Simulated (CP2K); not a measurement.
**B3LYP/6-31G(d) (spherical functions) run of C3H9Ga (trimethylgallium (TMGa))**

What is the energy change on altering one bond length of C3H9Ga (trimethylgallium (TMGa)) at B3LYP/6-31G* (spherical functions)? 

The calculation is run with CP2K 2026.2.

5 further runs of the same task are left out: 2 that didn't finish, 3 set aside as unsound or not needed.

## Step 1: The system as given

The species is C3H9Ga (13 atoms), meant as a singlet with charge 0. SMILES: `C[Ga](C)C`. The coordinates come from a PBE0-D4/def2-TZVP relaxation.

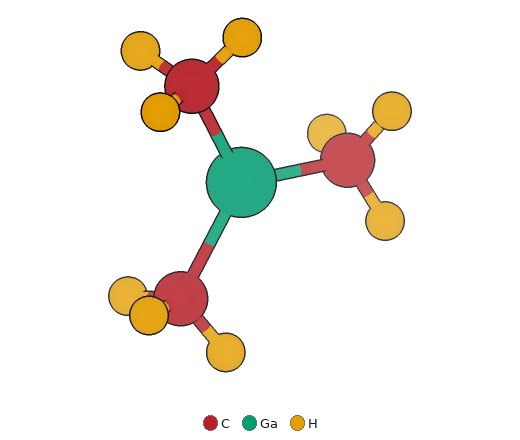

Viewed from a chosen angle; carbon red, gallium teal, hydrogen amber.

## Step 2: The energy at B3LYP/6-31G(d) (spherical functions)

qs.inp

```
&GLOBAL
    PROJECT qs
    RUN_TYPE ENERGY
    PRINT_LEVEL MEDIUM
&END GLOBAL

&FORCE_EVAL
    METHOD Quickstep
    &DFT
        BASIS_SET_FILE_NAME ./6_31gs.basis
        POTENTIAL_FILE_NAME POTENTIAL
        CHARGE 0
        MULTIPLICITY 1
        &QS
            METHOD GAPW
            EPS_DEFAULT 1.0E-10
        &END QS
        &MGRID
            CUTOFF 280
            REL_CUTOFF 50
            NGRIDS 4
        &END MGRID
        &POISSON
            PERIODIC NONE
            POISSON_SOLVER MULTIPOLE
        &END POISSON
        &SCF
            SCF_GUESS ATOMIC
            EPS_SCF 1.0E-07
            MAX_SCF 100
            ADDED_MOS 3
            &DIAGONALIZATION
                ALGORITHM STANDARD
            &END DIAGONALIZATION
            &MIXING
                METHOD DIRECT_P_MIXING
                ALPHA 0.4
            &END MIXING
        &END SCF
        &XC
            &XC_FUNCTIONAL
                &HYB_GGA_XC_B3LYP
                &END HYB_GGA_XC_B3LYP
            &END XC_FUNCTIONAL
            &HF
                FRACTION 0.2
                &SCREENING
                    EPS_SCHWARZ 1.0E-10
                    SCREEN_ON_INITIAL_P F
                &END SCREENING
                &INTERACTION_POTENTIAL
                    POTENTIAL_TYPE COULOMB
                &END INTERACTION_POTENTIAL
                &MEMORY
                    MAX_MEMORY 1050
                &END MEMORY
            &END HF
        &END XC
        &PRINT
            &MOMENTS
                PERIODIC F
                REFERENCE COM
                MAX_MOMENT 1
            &END MOMENTS
            &MO ON
                ENERGIES T
                OCCUPATION_NUMBERS T
                NDIGITS 6
                &EACH
                    QS_SCF 0
                &END EACH
                ADD_LAST NUMERIC
            &END MO
            &LOWDIN ON
            &END LOWDIN
            &HIRSHFELD OFF
            &END HIRSHFELD
        &END PRINT
    &END DFT
    &SUBSYS
        &CELL
            ABC [angstrom] 11.1 11.9 11.3
            PERIODIC NONE
        &END CELL
        &COORD
            UNIT bohr
            C     -0.7305870     3.1421232    -1.8708856
            Ga     0.0584870    -0.0287616    -0.0629846
            C      2.6537424    -0.0322009     2.6221273
            C     -1.8610212    -3.1409516    -0.8184593
            H      0.9372664     4.3379419    -2.0892245
            H     -2.1144146     4.2246717    -0.7759782
            H     -1.5540352     2.7959254    -3.7305272
            H      4.1709090     1.3102227     2.2282517
            H      3.4736001    -1.9032377     2.9110286
            H      1.7839393     0.5414821     4.4110176
            H     -2.4900165    -3.2038228    -2.7827729
            H     -3.5569748    -3.1991174     0.3674761
            H     -0.7709327    -4.8442940    -0.4090879
        &END COORD
        &TOPOLOGY
            &CENTER_COORDINATES
            &END CENTER_COORDINATES
        &END TOPOLOGY
        &KIND C
            BASIS_SET 6-31Gs
            POTENTIAL ALL
            LEBEDEV_GRID 194
            RADIAL_GRID 100
        &END KIND
        &KIND Ga
            BASIS_SET 6-31Gs
            POTENTIAL ALL
            LEBEDEV_GRID 194
            RADIAL_GRID 100
        &END KIND
        &KIND H
            BASIS_SET 6-31Gs
            POTENTIAL ALL
            LEBEDEV_GRID 194
            RADIAL_GRID 100
        &END KIND
    &END SUBSYS
&END FORCE_EVAL
```

On the command line:

```bash
$ OMP_NUM_THREADS=1 cp2k.psmp qs.inp > qs.out
```

Output:

```text
CP2K| version string:                                       CP2K version 2026.2
[...]
 GLOBAL| Method name                                                        CP2K
[...]
 GLOBAL| Run type                                                         ENERGY
[...]
 DFT| Spin restricted Kohn-Sham (RKS) calculation                            RKS
 DFT| Multiplicity                                                             1
[...]
 DFT| Charge                                                                   0
[...]
 FUNCTIONAL| HYB_GGA_XC_B3LYP:
[...]
 QS| Method:                                                                GAPW
[...]
 QS| Density cutoff [a.u.]:                                                140.0
[...]
 QS| Relative density cutoff [a.u.]:                                        25.0
[...]
                             - Atoms:                                         13
[...]
                             - Spherical basis functions:                     92
[...]
 Number of electrons:                                                         58
[...]
     1 P_Mix/Diag. 0.40E+00   34.9     0.99757827     -2044.7283175732 -2.04E+03
[...]
    14 DIIS/Diag.  0.15E-06    9.4     0.00000006     -2044.3644028353  1.82E-12
  *** SCF run converged in    14 steps ***
[...]
  Overlap energy of the core charge distribution:               0.00000737297268
  Self energy of the core charge distribution:               -653.28371955778823
  Core Hamiltonian energy:                                  -1504.12241657390427
  Hartree energy:                                             152.54303510047691
  Exchange-correlation energy:                                -17.32362121535815
  Hartree-Fock Exchange energy:                               -18.43566879428347
[...]
                     Mulliken Population Analysis
 #  Atom  Element  Kind  Atomic population                           Net charge
       1     C        1          6.568675                             -0.568675
       2     Ga       2         30.738913                              0.261087
       3     C        1          6.568590                             -0.568590
       4     C        1          6.568600                             -0.568600
       5     H        3          0.838628                              0.161372
       6     H        3          0.841488                              0.158512
       7     H        3          0.838577                              0.161423
       8     H        3          0.838420                              0.161580
       9     H        3          0.838587                              0.161413
      10     H        3          0.841308                              0.158692
      11     H        3          0.838491                              0.161509
      12     H        3          0.841205                              0.158795
[...]
  Dipole moment [Debye]
    X= -0.5135932E-01 Y=  0.2531254E-01 Z=  0.5761383E-01  Total=      0.0812272
 ENERGY| Total FORCE_EVAL ( QS ) energy [hartree]          -2044.364402835318970
[...]
```

It took 3.1 min on 1 thread of Intel Xeon at 2.50GHz (Skylake/Cascade Lake), shared host; peak memory 0.88 GiB.

## Step 3: The distorted shape at the same level

molecule.xyz

```xyz
13

C     -0.251975     1.667358    -1.084177
Ga     0.165585    -0.010602    -0.127477
C      1.538935    -0.012422     1.293423
C     -0.850175    -1.657502    -0.527257
H      0.630615     2.300158    -1.199717
H     -0.984265     2.240218    -0.504777
H     -0.687725     1.484158    -2.068257
H      2.341785     0.697958     1.084993
H      1.972785    -1.002532     1.446303
H      1.078655     0.291158     2.240063
H     -1.183025    -1.690772    -1.566727
H     -1.882270    -1.692900     0.194460
H     -0.273325    -2.558872    -0.310627
```

mol.inp

```
&GLOBAL
   PROJECT mol
   RUN_TYPE ENERGY
   PRINT_LEVEL MEDIUM
&END GLOBAL

&FORCE_EVAL
   METHOD QUICKSTEP
   &DFT
      BASIS_SET_FILE_NAME ./6_31gs.basis
      POTENTIAL_FILE_NAME POTENTIAL
      CHARGE 0
      MULTIPLICITY 1
      ! Quickstep
      &QS
         METHOD GAPW
         EPS_DEFAULT 1.0E-10
      &END QS
      ! plane-wave cutoff in Ry
      &MGRID
         CUTOFF 280
         REL_CUTOFF 50
         NGRIDS 4
      &END MGRID
      &POISSON
         PERIODIC NONE
         POISSON_SOLVER MULTIPOLE
      &END POISSON
      &SCF
         SCF_GUESS ATOMIC
         EPS_SCF 1.0E-07
         MAX_SCF 80
         ADDED_MOS 10
         &DIAGONALIZATION
            ALGORITHM STANDARD
         &END DIAGONALIZATION
         &MIXING
            METHOD DIRECT_P_MIXING
            ALPHA 0.4
         &END MIXING
      &END SCF
      ! exchange and correlation
      &XC
         &XC_FUNCTIONAL
            &HYB_GGA_XC_B3LYP
            &END HYB_GGA_XC_B3LYP
         &END XC_FUNCTIONAL
         ! exact exchange
         &HF
            FRACTION 0.2
            &SCREENING
               EPS_SCHWARZ 1.0E-10
               SCREEN_ON_INITIAL_P F
            &END SCREENING
            &INTERACTION_POTENTIAL
               POTENTIAL_TYPE COULOMB
            &END INTERACTION_POTENTIAL
            &MEMORY
               MAX_MEMORY 1050
            &END MEMORY
         &END HF
      &END XC
      ! extra output
      &PRINT
         &MOMENTS
            PERIODIC F
            REFERENCE COM
            MAX_MOMENT 1
         &END MOMENTS
         &MO ON
            ENERGIES T
            OCCUPATION_NUMBERS T
            NDIGITS 6
            &EACH
               QS_SCF 0
            &END EACH
            ADD_LAST NUMERIC
         &END MO
         &LOWDIN ON
         &END LOWDIN
         &HIRSHFELD OFF
         &END HIRSHFELD
      &END PRINT
   &END DFT
   &SUBSYS
      ! box in angstrom
      &CELL
         ABC [angstrom] 11.2 11.9 11.3
         PERIODIC NONE
      &END CELL
      &TOPOLOGY
         COORD_FILE_NAME molecule.xyz
         COORD_FILE_FORMAT XYZ
         &CENTER_COORDINATES
         &END CENTER_COORDINATES
      &END TOPOLOGY
      &KIND C
         BASIS_SET 6-31Gs
         POTENTIAL ALL
         LEBEDEV_GRID 194
         RADIAL_GRID 100
      &END KIND
      &KIND Ga
         BASIS_SET 6-31Gs
         POTENTIAL ALL
         LEBEDEV_GRID 194
         RADIAL_GRID 100
      &END KIND
      &KIND H
         BASIS_SET 6-31Gs
         POTENTIAL ALL
         LEBEDEV_GRID 194
         RADIAL_GRID 100
      &END KIND
   &END SUBSYS
&END FORCE_EVAL
```

On the command line:

```bash
$ OMP_NUM_THREADS=1 cp2k.psmp -i mol.inp -o mol.out
```

Output, shortened:

```text
CP2K| version string:                                       CP2K version 2026.2
[...]
 GLOBAL| Method name                                                        CP2K
[...]
 GLOBAL| Run type                                                         ENERGY
[...]
 DFT| Spin restricted Kohn-Sham (RKS) calculation                            RKS
 DFT| Multiplicity                                                             1
[...]
 DFT| Charge                                                                   0
[...]
 FUNCTIONAL| HYB_GGA_XC_B3LYP:
[...]
 QS| Method:                                                                GAPW
[...]
 QS| Density cutoff [a.u.]:                                                140.0
[...]
 QS| Relative density cutoff [a.u.]:                                        25.0
[...]
                             - Atoms:                                         13
[...]
                             - Spherical basis functions:                     92
[...]
 Number of electrons:                                                         58
[...]
     1 P_Mix/Diag. 0.40E+00   37.5     0.98742479     -2044.6649441089 -2.04E+03
[...]
    14 DIIS/Diag.  0.74E-07   10.7     0.00000003     -2044.3530673445  2.50E-12
  *** SCF run converged in    14 steps ***
[...]
  Overlap energy of the core charge distribution:               0.00000662090003
  Self energy of the core charge distribution:               -653.28371955778823
  Core Hamiltonian energy:                                  -1504.25606859714799
  Hartree energy:                                             152.65204177827150
  Exchange-correlation energy:                                -17.28515691881824
  Hartree-Fock Exchange energy:                               -18.42463450651027
[...]
                     Mulliken Population Analysis
 #  Atom  Element  Kind  Atomic population                           Net charge
       1     C        1          6.568153                             -0.568153
       2     Ga       2         30.739410                              0.260590
       3     C        1          6.568091                             -0.568091
       4     C        1          6.539389                             -0.539389
[...]
  Dipole moment [Debye]
    X=  0.6340235E-01 Y=  0.3515519E-01 Z= -0.1880293E-01  Total=      0.0748952
 ENERGY| Total FORCE_EVAL ( QS ) energy [hartree]          -2044.353067344513647
[...]
```

It took 3.2 min on 1 thread of Intel Xeon at 2.50GHz (Skylake/Cascade Lake), shared host; peak memory 0.88 GiB.

## Step 4: Results

At B3LYP/6-31G* (spherical functions):

```
                                                          quantity           value
                                         first shape: total energy  -2044.36440 Eh
                                        first shape: dipole moment          0.08 D
                                          first shape: HOMO energy        -6.98 eV
                                          first shape: LUMO energy        -0.67 eV
                                        first shape: HOMO–LUMO gap         6.31 eV
                                     distorted shape: total energy  -2044.35307 Eh
                                    distorted shape: dipole moment          0.07 D
                                      distorted shape: HOMO energy        -6.99 eV
                                      distorted shape: LUMO energy        -0.69 eV
                                    distorted shape: HOMO–LUMO gap         6.30 eV
energy change with the C4–H12 bond stretched from 1.096 to 1.260 Å        0.308 eV
```

In words: With the C4–H12 bond stretched from 1.096 to 1.260 Å the energy rises by 0.31 eV (7.1 kcal/mol). The first shape isn't relaxed at this level, so the change isn't measured from a minimum.
